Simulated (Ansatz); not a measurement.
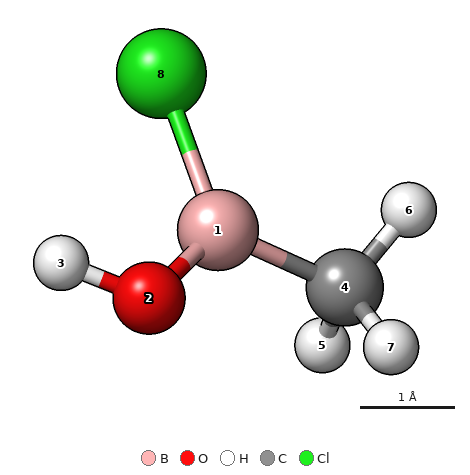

**Figure 1.** The structure as given in the input (ball-and-stick view, seen at a tilt; atoms are numbered from 1 in the order of the input).

# CH₄BClO: geometry relaxation

CH₄BClO, computed with RKS PBE-D4/cc-pVDZ (Ansatz 0.2.0).

It belongs to a series of runs on one base structure; here: start relaxed. Figures and captions count atoms from 1; the log counts them from 0 in places.

### Log
```
The last accepted step is kept in [file] (removed where the run ends without a failure and the disk answers)
Engine: ansatz 0.2.0, aarch64-unknown-linux-gnu
Functional definition: PBE
  parameter kappa = 0.804
  parameter beta = 0.06672455060314922
  exchange = pbe_x(kappa = kappa, mu = beta*pi^2/3)
  correlation = pbe_c(beta = beta)
965 factors; their error is unknown
mean field evaluation 1: about -16332.3452 eV, gradient 6.5e1 eV
mean field evaluation 2: about -16306.6178 eV, gradient 1.2e2 eV
mean field evaluation 4: about -16341.2885 eV, gradient 6.2e0 eV
mean field evaluation 8: about -16341.3784 eV, gradient 2.1e-1 eV
mean field evaluation 16: about -16341.3233 eV, gradient 6.1e-5 eV
mean field -16341.32330232 eV, -600.5325548136 hartree, gradient 6.1e-5 eV, S^2 0.000000; 0 other end points of the search recorded, 0 dependent functions left out
the calculation of the forces begins
reference -16341.32333228 eV, -600.5325559146 hartree; 20, 20 occupied and 60, 60 virtual orbitals, 965 factors
relax step   1: F+E_penalty+E_count = -16341.45550490 eV  Δ(F+E_penalty+E_count) = +0.000e0 eV  max|allowed force component| = 1.345e0 eV/Å  Δτ_max = 0.0000 Å  (26 SCF iters, accepted)
these checks for a lower state are left out or cut short: starts, cluster_reference, orbital_swaps, neighbouring_geometries, increment
965 factors; their error is unknown
mean field -16341.35853843 eV, -600.5338497166 hartree, gradient 2.6e-5 eV, S^2 0.000000; 0 other end points of the search recorded, 0 dependent functions left out
the calculation of the forces begins
reference -16341.35856868 eV, -600.5338508283 hartree; 20, 20 occupied and 60, 60 virtual orbitals, 965 factors
relax step   2: F+E_penalty+E_count = -16341.49177129 eV  Δ(F+E_penalty+E_count) = -3.627e-2 eV  max|allowed force component| = 2.466e0 eV/Å  Δτ_max = 0.1940 Å  (34 SCF iters, accepted)
these checks for a lower state are left out or cut short: starts, cluster_reference, orbital_swaps, neighbouring_geometries, increment
965 factors; their error is unknown
mean field evaluation 32: about -16341.4380 eV, gradient 8.9e-6 eV
mean field -16341.43802803 eV, -600.5367709057 hartree, gradient 8.9e-6 eV, S^2 0.000000; 0 other end points of the search recorded, 0 dependent functions left out
the calculation of the forces begins
reference -16341.43805802 eV, -600.5367720076 hartree; 20, 20 occupied and 60, 60 virtual orbitals, 965 factors
relax step   3: F+E_penalty+E_count = -16341.57153417 eV  Δ(F+E_penalty+E_count) = -7.976e-2 eV  max|allowed force component| = 1.629e0 eV/Å  Δτ_max = 0.0552 Å  (29 SCF iters, accepted)
these checks for a lower state are left out or cut short: starts, cluster_reference, orbital_swaps, neighbouring_geometries, increment
965 factors; their error is unknown
mean field -16341.48962408 eV, -600.5386670255 hartree, gradient 9.0e-6 eV, S^2 0.000000; 0 other end points of the search recorded, 0 dependent functions left out
the calculation of the forces begins
reference -16341.48965374 eV, -600.5386681155 hartree; 20, 20 occupied and 60, 60 virtual orbitals, 965 factors
relax step   4: F+E_penalty+E_count = -16341.62354400 eV  Δ(F+E_penalty+E_count) = -5.201e-2 eV  max|allowed force component| = 3.818e-1 eV/Å  Δτ_max = 0.0946 Å  (28 SCF iters, accepted)
these checks for a lower state are left out or cut short: starts, cluster_reference, orbital_swaps, neighbouring_geometries, increment
965 factors; their error is unknown
mean field -16341.49558288 eV, -600.5388860074 hartree, gradient 2.1e-5 eV, S^2 0.000000; 0 other end points of the search recorded, 0 dependent functions left out
the calculation of the forces begins
reference -16341.49561245 eV, -600.5388870939 hartree; 20, 20 occupied and 60, 60 virtual orbitals, 965 factors
relax step   5: F+E_penalty+E_count = -16341.62955219 eV  Δ(F+E_penalty+E_count) = -6.008e-3 eV  max|allowed force component| = 3.163e-2 eV/Å  Δτ_max = 0.0807 Å  (28 SCF iters, accepted)
these checks for a lower state are left out or cut short: starts, cluster_reference, orbital_swaps, neighbouring_geometries, increment
965 factors; their error is unknown
mean field -16341.49678411 eV, -600.5389301518 hartree, gradient 2.1e-5 eV, S^2 0.000000; 0 other end points of the search recorded, 0 dependent functions left out
the calculation of the forces begins
reference -16341.49681361 eV, -600.5389312356 hartree; 20, 20 occupied and 60, 60 virtual orbitals, 965 factors
relax step   6: F+E_penalty+E_count = -16341.63080946 eV  Δ(F+E_penalty+E_count) = -1.257e-3 eV  max|allowed force component| = 1.397e-1 eV/Å  Δτ_max = 0.0754 Å  (28 SCF iters, accepted)
these checks for a lower state are left out or cut short: starts, cluster_reference, orbital_swaps, neighbouring_geometries, increment
965 factors; their error is unknown
mean field -16341.49756129 eV, -600.5389587127 hartree, gradient 2.6e-5 eV, S^2 0.000000; 0 other end points of the search recorded, 0 dependent functions left out
the calculation of the forces begins
reference -16341.49759080 eV, -600.5389597970 hartree; 20, 20 occupied and 60, 60 virtual orbitals, 965 factors
relax step   7: F+E_penalty+E_count = -16341.63164402 eV  Δ(F+E_penalty+E_count) = -8.346e-4 eV  max|allowed force component| = 1.060e-1 eV/Å  Δτ_max = 0.0085 Å  (30 SCF iters, accepted)
these checks for a lower state are left out or cut short: starts, cluster_reference, orbital_swaps, neighbouring_geometries, increment
965 factors; their error is unknown
mean field evaluation 64: about -16341.4988 eV, gradient 3.0e-5 eV
mean field -16341.49881021 eV, -600.5390046096 hartree, gradient 2.5e-5 eV, S^2 0.000000; 0 other end points of the search recorded, 0 dependent functions left out
the calculation of the forces begins
reference -16341.49883971 eV, -600.5390056935 hartree; 20, 20 occupied and 60, 60 virtual orbitals, 965 factors
relax step   8: F+E_penalty+E_count = -16341.63285609 eV  Δ(F+E_penalty+E_count) = -1.212e-3 eV  max|allowed force component| = 9.979e-3 eV/Å  Δτ_max = 0.0410 Å  (28 SCF iters, accepted)
these checks for a lower state are left out or cut short: starts, cluster_reference, orbital_swaps, neighbouring_geometries, increment
965 factors; their error is unknown
mean field -16341.49917791 eV, -600.5390181221 hartree, gradient 2.3e-5 eV, S^2 0.000000; 0 other end points of the search recorded, 0 dependent functions left out
the calculation of the forces begins
reference -16341.49920735 eV, -600.5390192042 hartree; 20, 20 occupied and 60, 60 virtual orbitals, 965 factors
relax step   9: F+E_penalty+E_count = -16341.63322484 eV  Δ(F+E_penalty+E_count) = -3.687e-4 eV  max|allowed force component| = 5.335e-2 eV/Å  Δτ_max = 0.0662 Å  (28 SCF iters, accepted)
these checks for a lower state are left out or cut short: starts, cluster_reference, orbital_swaps, neighbouring_geometries, increment
965 factors; their error is unknown
mean field -16341.49783134 eV, -600.5389686367 hartree, gradient 2.4e-5 eV, S^2 0.000000; 0 other end points of the search recorded, 0 dependent functions left out
the calculation of the forces begins
reference -16341.49786080 eV, -600.5389697192 hartree; 20, 20 occupied and 60, 60 virtual orbitals, 965 factors
relax step  10: F+E_penalty+E_count = -16341.63192876 eV  Δ(F+E_penalty+E_count) = +1.296e-3 eV  max|allowed force component| = 1.591e-1 eV/Å  Δτ_max = 0.0299 Å  (28 SCF iters, rejected (line search))
these checks for a lower state are left out or cut short: starts, cluster_reference, orbital_swaps, neighbouring_geometries, increment
965 factors; their error is unknown
mean field -16341.49947047 eV, -600.5390288735 hartree, gradient 2.6e-5 eV, S^2 0.000000; 0 other end points of the search recorded, 0 dependent functions left out
the calculation of the forces begins
reference -16341.49949990 eV, -600.5390299552 hartree; 20, 20 occupied and 60, 60 virtual orbitals, 965 factors
relax step  11: F+E_penalty+E_count = -16341.63354914 eV  Δ(F+E_penalty+E_count) = -3.243e-4 eV  max|allowed force component| = 3.204e-3 eV/Å  Δτ_max = 0.0068 Å  (30 SCF iters, accepted)
965 factors; their error is unknown
mean field evaluation 96: about -16341.5544 eV, gradient 4.7e-1 eV
```

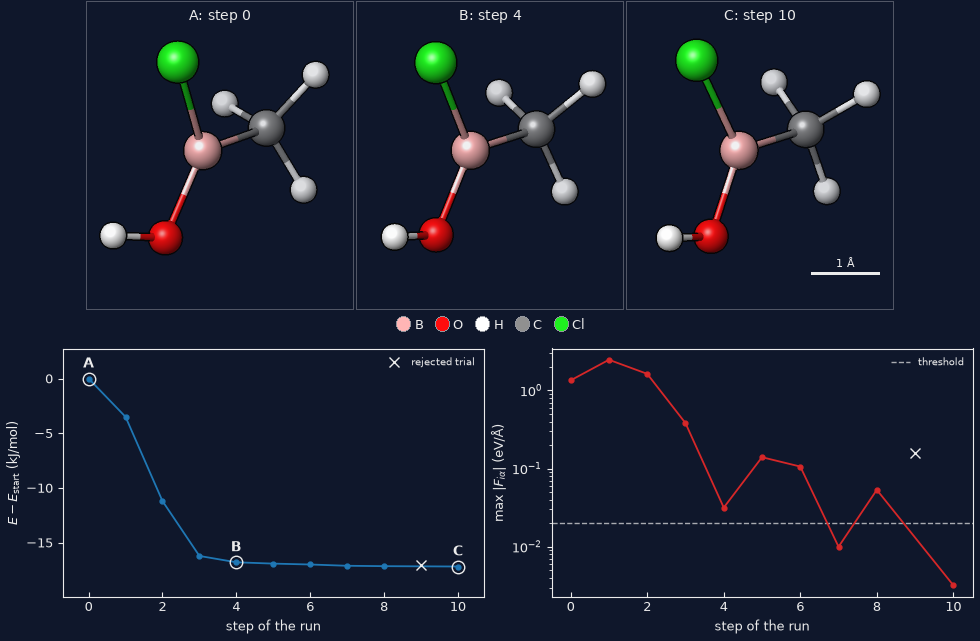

**Figure 2.** Frames of the relaxation (ball-and-stick view, seen at a tilt) above the curves, on which the letters mark them (the first geometry is step 0 here and step 1 in the log).

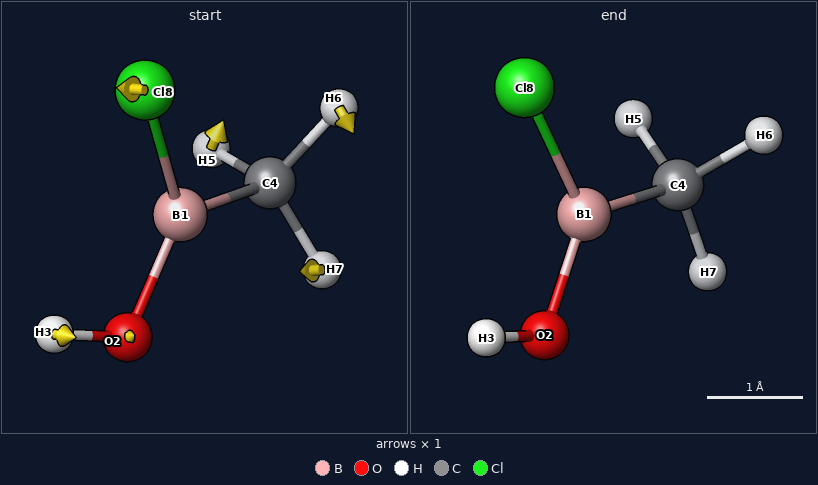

**Figure 3.** Before (left) and after (right) the relaxation, at one scale (ball-and-stick view, seen at a tilt). The yellow arrows give the displacements, at true length. Cl8 moves most after the best rigid fit: 0.41 Å. Largest moves by element: Cl 0.41 Å, H 0.37 Å, O 0.11 Å, B 0.08 Å, C 0.03 Å. Among the contacts that change: B1–Cl8 1.860 → 1.807 Å, B1–O2 1.410 → 1.362 Å, B1–C4 1.600 → 1.565 Å, O2–H3 1.010 → 0.978 Å. Among the angles that change: H5–C4–H6 109.4° → 105.8°, B1–C4–H7 109.5° → 112.2°. The energy falls by 17.2 kJ/mol in 10 geometry steps. The largest force component goes from 1.3 to 0.0032 eV/Å. The line search rejected the trial step at point 9 (counted from 0) and went back. (Atoms are counted from 1 in the order of the input.)

```
mean field -16341.49947047 eV, -600.5390288735 hartree, gradient 2.6e-5 eV, S^2 0.000000; 1 other end points of the search recorded, 0 dependent functions left out
the calculation of the forces begins
reference -16341.49949990 eV, -600.5390299552 hartree; 20, 20 occupied and 60, 60 virtual orbitals, 965 factors
Total energy: -16341.63357858 eV, -600.5439572557 hartree
Atom 0 at     0.016599    -0.072093     0.013744 Å, force     0.002675     0.000345    -0.000297 eV/Å
Atom 1 at    -0.028195     0.105738     1.363729 Å, force    -0.002544     0.001297    -0.002357 eV/Å
Atom 2 at    -0.941576     0.024076     1.704814 Å, force     0.003204    -0.000352    -0.000424 eV/Å
Atom 3 at     1.366277     0.006881    -0.774140 Å, force    -0.001672    -0.001327     0.000702 eV/Å
Atom 4 at     1.569013    -0.953879    -1.293037 Å, force    -0.000729     0.001896    -0.000103 eV/Å
Atom 5 at     1.310325     0.775288    -1.573445 Å, force    -0.000530    -0.000820     0.001899 eV/Å
Atom 6 at     2.223298     0.240334    -0.113135 Å, force    -0.000961    -0.000679     0.000499 eV/Å
Atom 7 at    -1.530940    -0.407845    -0.857230 Å, force     0.000556    -0.000361     0.000081 eV/Å
Dipole moment:     0.033615     0.024023     0.152710 e Å
```

### Trajectory as extended XYZ (Å, eV, eV/Å), 11 frames, from step=1 to step=11
```
8
Properties=species:S:1:pos:R:3:forces:R:3 step=1 energy=-16341.45550
B     0.0000    0.0000    0.0000    0.0445  -0.0338   0.7620
O     0.0000    0.0000    1.4100   -1.2853  -0.6977  -1.3453
H    -0.9095   -0.2814    1.7471    1.0764   0.6346  -0.4083
C     1.3856    0.0000   -0.8000   -0.9736   0.4725   0.3881
H     1.7152   -1.0462   -0.9702    0.0330   0.0352  -0.0286
H     1.2491    0.5080   -1.7774    0.1713  -0.1604   0.0101
H     2.1552    0.5381   -0.2082    0.0584  -0.1487  -0.0494
Cl   -1.6108    0.0000   -0.9300    0.8753  -0.1018   0.6715
8
Properties=species:S:1:pos:R:3:forces:R:3 step=2 energy=-16341.49177
B     0.0212   -0.0264    0.0105   -0.0399  -0.4066   0.4612
O     0.0206   -0.1534    1.3929   -2.4664   0.4927  -0.2773
H    -0.9764   -0.1040    1.7061    2.3507  -0.2607  -0.6324
C     1.3751    0.0239   -0.7995   -0.3686   0.2090   0.2401
H     1.7051   -1.0164   -1.0040    0.0354  -0.0221  -0.0362
H     1.2612    0.5420   -1.7721    0.0450  -0.0568   0.0276
H     2.1669    0.5216   -0.2023    0.0234  -0.0707  -0.0512
Cl   -1.5890   -0.0688   -0.8605    0.4204   0.1151   0.2683
8
Properties=species:S:1:pos:R:3:forces:R:3 step=3 energy=-16341.57153
B     0.0197   -0.0589    0.0061   -0.0563   0.2232   0.4910
O     0.0111   -0.0992    1.3877   -1.6292  -0.0817  -0.3071
H    -0.9598   -0.1367    1.6958    1.5656   0.0368  -0.3854
C     1.3690    0.0197   -0.7947   -0.1973  -0.0050   0.1248
H     1.7145   -1.0146   -1.0072    0.0588  -0.0230  -0.0510
H     1.2553    0.5376   -1.7664    0.0157  -0.0332   0.0138
H     2.1587    0.5180   -0.1970    0.0060  -0.0475  -0.0097
Cl   -1.5836   -0.0473   -0.8530    0.2368  -0.0696   0.1235
8
Properties=species:S:1:pos:R:3:forces:R:3 step=4 energy=-16341.62354
B     0.0134   -0.0426    0.0109    0.0084   0.0120  -0.3818
O    -0.0122   -0.0428    1.3655   -0.0682  -0.0051   0.3454
H    -0.9301   -0.1123    1.7047    0.1313   0.0124  -0.0364
C     1.3653    0.0210   -0.7871   -0.0923   0.0358   0.1036
H     1.6689   -1.0118   -1.0722   -0.0035   0.0481   0.0055
H     1.2744    0.5974   -1.7303    0.0115  -0.0336   0.0642
H     2.1761    0.4505   -0.1622   -0.0125  -0.0527  -0.0660
Cl   -1.5711   -0.1410   -0.8581    0.0252  -0.0169  -0.0346
8
Properties=species:S:1:pos:R:3:forces:R:3 step=5 energy=-16341.62955
B     0.0097   -0.0469    0.0057    0.0075  -0.0006  -0.0134
O    -0.0121    0.0024    1.3670    0.0053   0.0044  -0.0045
H    -0.9243   -0.0774    1.7098   -0.0259   0.0025   0.0250
C     1.3618    0.0208   -0.7801   -0.0093  -0.0212  -0.0111
H     1.6350   -0.9993   -1.1316   -0.0150   0.0242  -0.0013
H     1.2886    0.6506   -1.6883   -0.0058   0.0049  -0.0068
H     2.1895    0.3890   -0.1433    0.0116  -0.0070   0.0096
Cl   -1.5636   -0.2207   -0.8679    0.0316  -0.0071   0.0026
8
Properties=species:S:1:pos:R:3:forces:R:3 step=6 energy=-16341.63081
B     0.0095   -0.0531    0.0057   -0.0081   0.0087   0.1321
O    -0.0158    0.0416    1.3675    0.0334   0.0057  -0.1397
H    -0.9249   -0.0414    1.7140   -0.0838  -0.0083   0.0359
C     1.3604    0.0205   -0.7755    0.1328  -0.0619  -0.1132
H     1.6029   -0.9870   -1.1894   -0.0274   0.1083   0.0312
H     1.2992    0.7005   -1.6520   -0.0014  -0.0406   0.0679
H     2.2045    0.3323   -0.1260   -0.0675  -0.0153  -0.0409
Cl   -1.5511   -0.2948   -0.8730    0.0221   0.0035   0.0266
8
Properties=species:S:1:pos:R:3:forces:R:3 step=7 energy=-16341.63164
B     0.0106   -0.0534    0.0072    0.0294  -0.0006   0.1060
O    -0.0178    0.0451    1.3679    0.0111   0.0101  -0.0855
H    -0.9284   -0.0376    1.7134   -0.0374  -0.0047   0.0142
C     1.3615    0.0194   -0.7762    0.0769  -0.0421  -0.0546
H     1.6003   -0.9842   -1.1962   -0.0161   0.0553   0.0125
H     1.2992    0.7044   -1.6471   -0.0028  -0.0124   0.0319
H     2.2058    0.3263   -0.1270   -0.0314  -0.0035  -0.0185
Cl   -1.5463   -0.3015   -0.8706   -0.0298  -0.0020  -0.0061
8
Properties=species:S:1:pos:R:3:forces:R:3 step=8 energy=-16341.63286
B     0.0143   -0.0608    0.0113    0.0042  -0.0033   0.0067
O    -0.0232    0.0694    1.3673   -0.0009   0.0001  -0.0100
H    -0.9361   -0.0155    1.7091    0.0066   0.0049  -0.0025
C     1.3649    0.0132   -0.7762   -0.0013   0.0023   0.0063
H     1.5911   -0.9735   -1.2347   -0.0057  -0.0006  -0.0018
H     1.3030    0.7310   -1.6197   -0.0065   0.0026   0.0043
H     2.2131    0.2948   -0.1226    0.0013  -0.0027   0.0020
Cl   -1.5422   -0.3401   -0.8633    0.0024  -0.0032  -0.0051
8
Properties=species:S:1:pos:R:3:forces:R:3 step=9 energy=-16341.63322
B     0.0176   -0.0694    0.0148   -0.0233  -0.0406  -0.0131
O    -0.0280    0.0994    1.3661   -0.0109   0.0258  -0.0154
H    -0.9432    0.0246    1.7046    0.0178  -0.0111  -0.0045
C     1.3671    0.0080   -0.7744    0.0015  -0.0046  -0.0324
H     1.5691   -0.9567   -1.2904   -0.0084   0.0534   0.0289
H     1.3092    0.7739   -1.5782    0.0091  -0.0357   0.0419
H     2.2242    0.2439   -0.1132   -0.0132  -0.0048  -0.0214
Cl   -1.5313   -0.4052   -0.8580    0.0274   0.0178   0.0159
8
Properties=species:S:1:pos:R:3:forces:R:3 step=10 energy=-16341.63193 accepted=F
B     0.0204   -0.0865    0.0175   -0.0316   0.1591   0.0027
O    -0.0320    0.1288    1.3628   -0.0191  -0.0911  -0.0229
H    -0.9450    0.0345    1.7040    0.0325   0.0258  -0.0168
C     1.3678    0.0033   -0.7731    0.0148  -0.0680  -0.0369
H     1.5630   -0.9477   -1.3166    0.0077   0.0669   0.0309
H     1.3065    0.7914   -1.5558    0.0064  -0.0442   0.0520
H     2.2286    0.2211   -0.1102   -0.0170  -0.0045  -0.0273
Cl   -1.5246   -0.4264   -0.8573    0.0064  -0.0440   0.0183
8
Properties=species:S:1:pos:R:3:forces:R:3 step=11 energy=-16341.63355
B     0.0166   -0.0721    0.0137    0.0027   0.0003  -0.0003
O    -0.0282    0.1057    1.3637   -0.0025   0.0013  -0.0024
H    -0.9416    0.0241    1.7048    0.0032  -0.0004  -0.0004
C     1.3663    0.0069   -0.7741   -0.0017  -0.0013   0.0007
H     1.5690   -0.9539   -1.2930   -0.0007   0.0019  -0.0001
H     1.3103    0.7753   -1.5734   -0.0005  -0.0008   0.0019
H     2.2233    0.2403   -0.1131   -0.0010  -0.0007   0.0005
Cl   -1.5309   -0.4078   -0.8572    0.0006  -0.0004   0.0001
```

The run was set up as follows.

### Input
```yaml
crystal:
  periodic: [false, false, false]
  atoms:
    - { symbol: B, position_ang: [0.0, 0.0, 0.0] }
    - { symbol: O, position_ang: [0.0, 0.0, 1.41] }
    - { symbol: H, position_ang: [-0.9095, -0.2814, 1.7471] }
    - { symbol: C, position_ang: [1.3856, 0.0, -0.8] }
    - { symbol: H, position_ang: [1.7152, -1.0462, -0.9702] }
    - { symbol: H, position_ang: [1.2491, 0.508, -1.7774] }
    - { symbol: H, position_ang: [2.1552, 0.5381, -0.2082] }
    - { symbol: Cl, position_ang: [-1.6108, 0.0, -0.93] }
basis:
  gaussian: { orbitals: cc-pVDZ }
hamiltonian:
  xc: pbe
  dispersion: d4
relax:
  f_tol: 0.02
  max_steps: 40
```

Launched with:
```bash
ansatz run input.yaml --threads 1 --pin off --max-ram 2048MiB --backend cpu --events-out ev --progress --plain --runs-dir out
```

### Results in brief

| quantity | value |
| --- | --- |
| outcome | converged |
| total energy | −16341.6336 eV |
| mean-field energy | −16341.4995 eV |
| largest force (length of the vector) at the end | 0.004 eV/Å |
| hardware | 1 thread of Arm Neoverse V1, 24 GiB of memory available, shared host |
| wall time | 30 s |
| peak memory | 0.15 GiB |
